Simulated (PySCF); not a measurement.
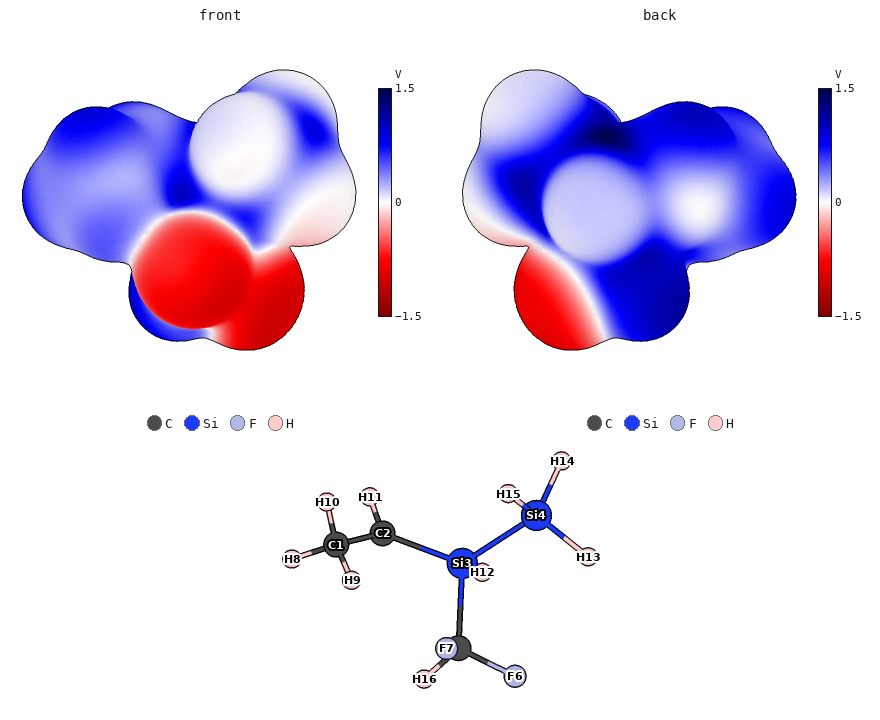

Figure. C₃H₉F₂Si₂ (doublet). The electrostatic potential painted on the density surface at 0.002 e/bohr³, seen from the front and from behind; the colour scale runs from red (negative) to blue (positive). The bare structure is drawn below in the same view.

Geometry: GFN2-xTB.

Method: UKS B3LYP, pcH-1 on C F H Si, non-relativistic, mean-field spin-orbit, GIAO (PySCF).

Input

```
{"job": {"kind": "epr", "basis": "pcH-1"}, "charge": 0, "multiplicity": 2}
C     -1.112043    -1.974320     0.350564
C     -0.899698    -1.068442    -0.804932
Si     0.231242     0.375504    -0.838009
Si    -0.446282     2.334581     0.255482
C      1.837632    -0.155960     0.129366
F      2.792275     0.813117     0.011639
F      1.589016    -0.260002     1.470138
H     -1.049869    -3.016923     0.027718
H     -0.382710    -1.809154     1.137907
H     -2.113685    -1.844507     0.770836
H     -1.631203    -1.174762    -1.594859
H      0.725901     0.581901    -2.208482
H      0.683834     3.170894     0.660717
H     -1.297699     3.114740    -0.649567
H     -1.238519     2.022524     1.449125
H      2.304210    -1.100247    -0.179053
```

Run with:

```sh
OMP_NUM_THREADS=1 python probes_run.py task.json out
```

> Where is the surface potential most negative and most positive?

The most negative region (about −1.0 V) lies over F6 and F7, the most positive (about +1.4 V) over Si3.
